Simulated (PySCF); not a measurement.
```xyz
18

C     2.7500   -0.1479   -0.3938
C     1.3009    0.2591   -0.6195
C     0.3089   -0.4829    0.2758
Si   -1.5083   -0.1051   -0.0509
N    -1.7144    1.5833    0.2658
N    -2.6738   -0.9356    0.9177
H     2.8948   -1.2219   -0.5948
H     3.4395    0.4107   -1.0462
H     3.0547    0.0340    0.6495
H     1.2059    1.3482   -0.4588
H     1.0365    0.0934   -1.6795
H     0.4379   -1.5736    0.1460
H     0.5296   -0.2790    1.3396
H    -1.8116   -0.5761   -1.4480
H    -0.9698    2.2357    0.0500
H    -2.6231    2.0101    0.1249
H    -2.6813   -0.8310    1.9258
H    -3.0153   -1.8456    0.6336
```

Geometry: PBE0-D3(BJ)/def2-SVP.

All numbers below come from PBE0/def2-SVPD, SCF density, gas phase (PySCF 2.14.0).

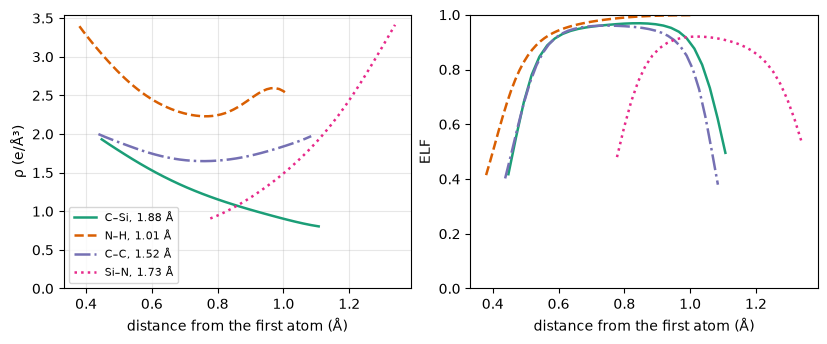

C3H12N2Si (SMILES CCC[SiH](N)N). Electron density and electron localisation function along straight lines between neighbouring atoms. The curves leave out the atomic cores.

Q: Compare the contacts.

A: C–Si (1.88 Å): ρ at the midpoint is about 0.97 e/Å³; the ELF peaks at about 0.95 between the atoms; a shared electron pair.
N–H (1.01 Å): the density is about 2.8 e/Å³ at the midpoint; the ELF climbs to about 1 towards the hydrogen, as it does in any bond to H: an ordinary covalent bond to hydrogen.
C–C (1.52 Å): the density is about 1.6 e/Å³ at the midpoint; the ELF peaks at about 0.95 between the atoms, as expected for a covalent bond.
Si–N (1.73 Å): ρ is about 1.1 e/Å³ halfway; the ELF peaks at about 0.90 between the atoms: a polar covalent bond.
